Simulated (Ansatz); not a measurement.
# ScSn2Pt2, from a guessed structure to a relaxed one, part 2 of 2

This structure for ScSn2Pt2 is made up. Its elements were placed in a known structure type with a cell scaled to their sizes. What cell does the guess relax to, and how far off was it?

Ansatz 0.2.0; DFT, r2SCAN, plane-wave PAW, files of the set soft_1, scalar-relativistic, no spin, cell and ions relaxed at zero pressure; PAW set soft_1 (the session's first sound run).

So far: The starting structure; Relaxing cell and atoms. The relaxed cell has a = 4.484, c = 10.712 Å (conventional setting).

### Step 3. Bands of the relaxed cell

With the geometry fixed, one more self-consistent run, with a narrower smearing and the mesh shown in its input, gives the bands, and its pressure, and its forces where symmetry allows any, show how far the geometry depends on these settings.

This step: DFT, r2SCAN, plane-wave PAW, files of the set soft_1, scalar-relativistic, no spin, bands and density of states at the relaxed cell; PAW set soft_1 (Ansatz 0.2.0).

input.yaml

```yaml
crystal:
  lattice:
    - [-2.2418006649, 2.2418006649, 5.3561763158]
    - [2.2418006649, -2.2418006649, 5.3561763158]
    - [2.2418006649, 2.2418006649, -5.3561763158]
  atoms:
    - { symbol: Pt, position: [0.75, 0.25, 0.5] }
    - { symbol: Pt, position: [0.25, 0.75, 0.5] }
    - { symbol: Sn, position: [0.3742935768, 0.3742935768, 0.0] }
    - { symbol: Sn, position: [0.6257064232, 0.6257064232, 0.0] }
    - { symbol: Sc, position: [0.0, 0.0, 0.0] }
kpoints:
  mp_grid: { grid: [10, 10, 10] }
  band_path:
    path:
      - [[0.0, 0.0, 0.0], [0.5, -0.5, 0.0], [0.5, -0.5, 0.08758995], [0.29379497, -0.29379497, 0.29379497], [0.0, 0.0, 0.0], [0.5, 0.5, -0.5], [0.70620503, 0.29379497, -0.29379497], [0.5, 0.0, 0.0], [0.75, -0.25, -0.25], [0.91241005, 0.08758995, -0.5], [0.5, 0.5, -0.5]]
      - [[0.5, -0.5, 0.0], [0.75, -0.25, -0.25]]
    npoints: 7
scf:
  occupations: { method: fermi_dirac, width: 0.03 }
  n_extra_bands: 9
hamiltonian:
  xc: r2scan
  pseudopotentials: { kind: paw, azcp: { folder: soft_1 } }
output:
  forces: true
  stress: true
  write_bands: true
  dos: { projected: true }
  write_density: true
  write_potential: true
  elf: true
  volumetric_format: npy
```

On the command line:

```bash
ansatz run input.yaml --threads 4 --pin off --max-ram 8192MiB --backend cpu --events-out ev --progress --plain --runs-dir out
```

Numbers of over 12 decimals in the logs are rounded to 6 here.

What it wrote:

```text
[...]
Crystal: 5 atoms, lattice volume = 107.674 Å³
Basis set: ecut = 500 eV, 2759 PW (Γ), exchange–correlation on 192×192×192 points (64 copies of the dense FFT grid, shifted against one another)
Bands: 47, of which v1, the nominal top of the filled ones, is band 38 counted from 1 (37 counted from 0)
Symmetry: 16 space group operations
[...]
k-points: 102 of 1000
[...]
SCF iter   1: F=—  HF=-39301.218708 eV  |F-HF|=—  |Δ(HF+E_count)|=         —  Δρ=1.66e-1  dr2=7.00e1  dr2_τ=2.47e0  ethr=3.10e-3  ⟨swp⟩=6.2  Hψ=17986  notcnv=0
[...]
SCF iter  12: F=-39296.748011 eV  HF=-39296.748011 eV  |F-HF|=6.47e-9  |Δ(HF+E_count)|=   2.13e-8  Δρ=4.31e-6  dr2=3.45e-8  dr2_τ=3.30e-9  ethr=1.33e-10  ⟨swp⟩=15.9  Hψ=31422  notcnv=0
SCF 1 converged in 12 iterations: F = -39296.748011 eV  dr2 = 3.45e-8
[...]
NSCF: frozen V_eff on 79 k-points
SCF converged after 12 iterations
Free energy (F): -39296.748011 eV
[...]
Internal energy: -39296.739796 eV  (E = F + TS)
E sigma→0 (E₀):  -39296.743904 eV
Entropy (-TS):   -0.008215 eV (-1.643 meV/atom)
Fermi energy:    14.217439 eV
[...]
--- Forces (eV/Å), atoms counted from 1 ---
  atom   1  Pt    -0.00000000     0.00000000     0.00000000
  atom   2  Pt     0.00000000    -0.00000000     0.00000000
  atom   3  Sn     0.00000000     0.00000000     0.00673042
  atom   4  Sn    -0.00000000     0.00000000    -0.00673042
  atom   5  Sc     0.00000000     0.00000000    -0.00000000
  max |Σ_I F_I| component: 6.94e-18 eV/Å
--- Stress (GPa, compression-positive) ---
       -0.062006      -0.000000      -0.000000
       -0.000000      -0.062006      -0.000000
        0.000000       0.000000       0.026046
  P = ⅓ Tr σ = -0.0327 GPa (-0.327 kbar)
--- Band table (eV; the first three rows and the last of 102) ---
  k-point 0: bands = [... 34 lower, 12.9701, 13.0189, 13.0189, 14.0345, 15.2530, 15.9648, 16.2737, 16.2737, ... 5 higher]
  k-point 1: bands = [... 34 lower, 12.0084, 12.9484, 13.4510, 13.8621, 14.8099, 15.6608, 16.1581, 16.3122, ... 5 higher]
  k-point 2: bands = [... 34 lower, 12.0586, 12.6964, 13.4802, 13.5207, 14.2792, 15.6776, 15.9904, 16.1421, ... 5 higher]
  k-point 101: bands = [... 34 lower, 12.7905, 12.9700, 14.5375, 14.5994, 15.1925, 15.5602, 15.5602, 16.3782, ... 5 higher]
```

Elapsed: 13 s, on 4 threads of Intel Xeon Platinum 8559C (Emerald Rapids), shared host; peak memory 1.3 GiB.

The column dr2 measures how far the density is from self-consistency, as an energy; F and HF (Harris–Foulkes) agree once it is small.

This step gave:

| Quantity | Value |
| --- | --- |
| free energy | -39296.7480 eV |
| energy at zero smearing | -39296.7439 eV |
| smearing term TS | 0.008215 eV |
| pressure | -0.03266 GPa |

From bands.tsv, the bands that come nearest the Fermi level along the path, at its corners, in eV from the Fermi level:

```
point  band 35  band 36  band 37  band 38  band 39  band 40  band 41  band 42
    Γ    -1.25    -1.20    -1.20    -0.18     1.04     1.75     2.06     2.06
    X    -2.55    -2.28    -1.21    -0.94    -0.77     1.47     1.59     1.84
    Y    -2.60    -1.61    -0.93    -0.82    -0.50     1.47     1.55     1.93
    S    -2.98    -0.20    -0.15     0.12     1.16     1.25     1.38     1.87
    Γ    -1.25    -1.20    -1.20    -0.18     1.04     1.75     2.06     2.06
    Z    -1.43    -1.25     0.32     0.38     0.98     1.34     1.34     2.16
   S1    -2.98    -0.20    -0.15     0.12     1.16     1.25     1.38     1.87
    N    -2.66    -1.56    -0.20     0.94     1.18     1.45     1.67     1.86
    P    -2.55    -1.81    -1.81    -0.80    -0.80     1.42     1.59     1.85
   Y1    -2.60    -1.61    -0.93    -0.82    -0.50     1.47     1.55     1.93
    Z    -1.43    -1.25     0.32     0.38     0.98     1.34     1.34     2.16
    X    -2.55    -2.28    -1.21    -0.94    -0.77     1.47     1.59     1.84
    P    -2.55    -1.81    -1.81    -0.80    -0.80     1.42     1.59     1.85
```

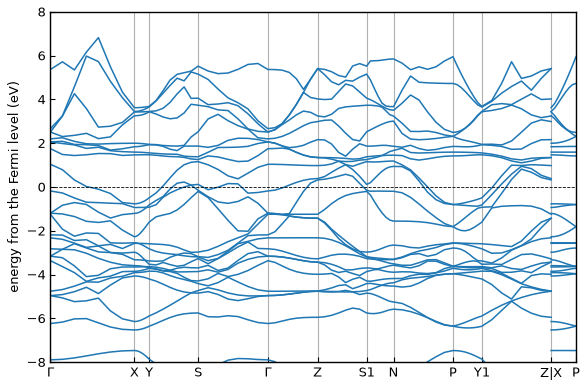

Bands along the path. 23 bands lie wholly below the window drawn.

States per cell as run, both spins, in windows of 1 eV, from dos.tsv (zero at the Fermi level):

```csv
from,to,total
-8,-7,0.60
-7,-6,0.67
-6,-5,3.06
-5,-4,5.62
-4,-3,7.49
-3,-2,4.93
-2,-1,2.03
-1,0,3.21
0,1,2.69
1,2,6.06
2,3,3.38
```

Below -8 eV lie 47.4 more states.

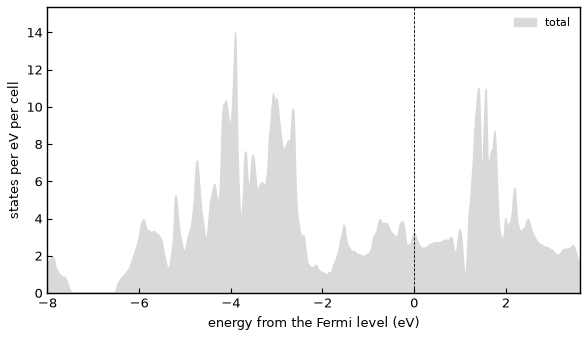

Total density of states, smoothed over about 0.04 eV.

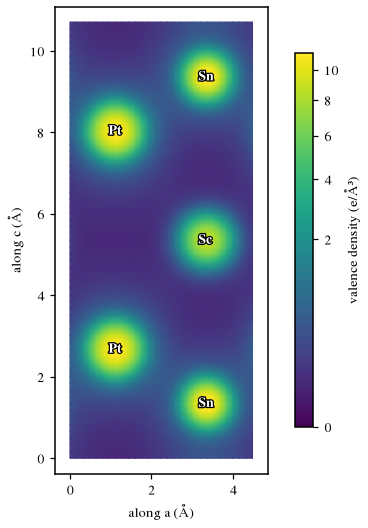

Valence density in the ac plane of the conventional cell at fractional y = 0.000, with atoms of Pt and Sn and Sc within 0.2 Å of it. It is the smooth field of the valence electrons, not physical close to the nuclei. The map starts off the cell's origin, so that atoms lie inside it. The colour scale is stretched toward low values.

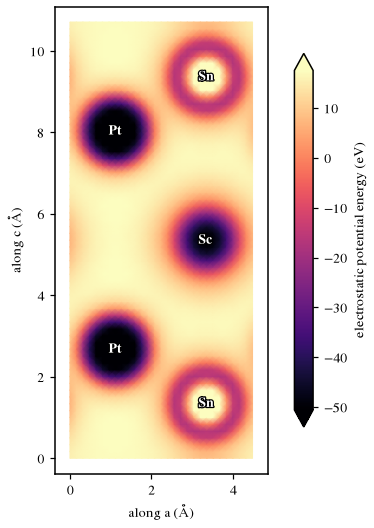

Electrostatic potential energy in the ac plane of the conventional cell at fractional y = 0.000, with atoms of Pt and Sn and Sc within 0.2 Å of it. With pseudopotentials it is smooth inside the atoms' cores, unlike the true potential. The map starts off the cell's origin, so that atoms lie inside it.

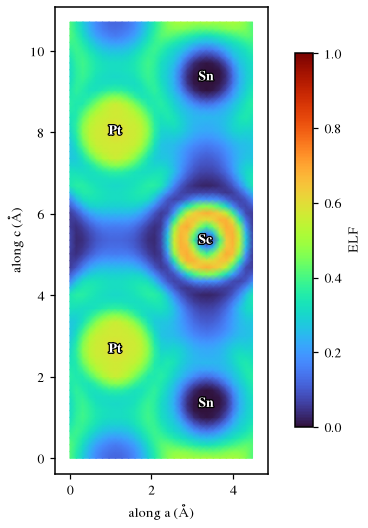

ELF in the ac plane of the conventional cell at fractional y = 0.000, with atoms of Pt and Sn and Sc within 0.2 Å of it. It is the smooth field of the valence electrons, not physical close to the nuclei. The map starts off the cell's origin, so that atoms lie inside it.

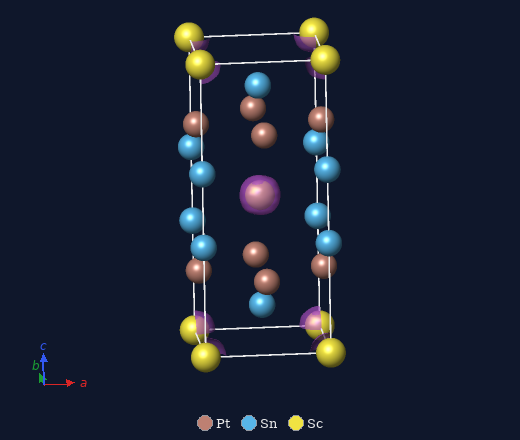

Surface of ELF = 0.63.

### Step 4. Outcome

| Quantity | Value |
| --- | --- |
| space group, relaxed | I4/mmm |
| conventional cell | a = 4.484, b = 4.484, c = 10.712 Å; α = 90.0°, β = 90.0°, γ = 90.0° |
| volume per atom | 21.53 Å³ (guess 18.09) |

What this shows: ScSn2Pt2 relaxes to I4/mmm with a = 4.484, b = 4.484 and c = 10.712 Å. The guessed volume was 16 % too small. The space group I4/mmm was held in the relaxation, so the end point is a stationary structure within it and may be a saddle against distortions or other arrangements. Bands cross the Fermi level, so it is a metal or semimetal at this level. The electron count is odd, which forces that without spin polarisation or a larger cell. On the 10×10×10 mesh with the narrower smearing (relaxed on 9×9×9) the largest force component is 0.007 eV/Å and the largest stress component is 0.062 GPa, against the relaxation's thresholds of 0.015 eV/Å and 0.05 GPa. The cutoff wasn't tested. Spin-orbit coupling is left out, which can matter for elements this heavy. No dispersion term is used, so weakly bound directions may come out too long. The runs have no spin, and magnetism wasn't tested. Nothing here tests whether the compound is stable against decomposition.

[Logs are printed without paths, hosts, clocks, repeated set-up lines and the standing remarks that a program may print on its own settings, such as how far it seeks lower states.]

[Hosts, paths, dates, database ids (printed as entryN), source tags and the programs' standing remarks are cut or masked in the printed files.]
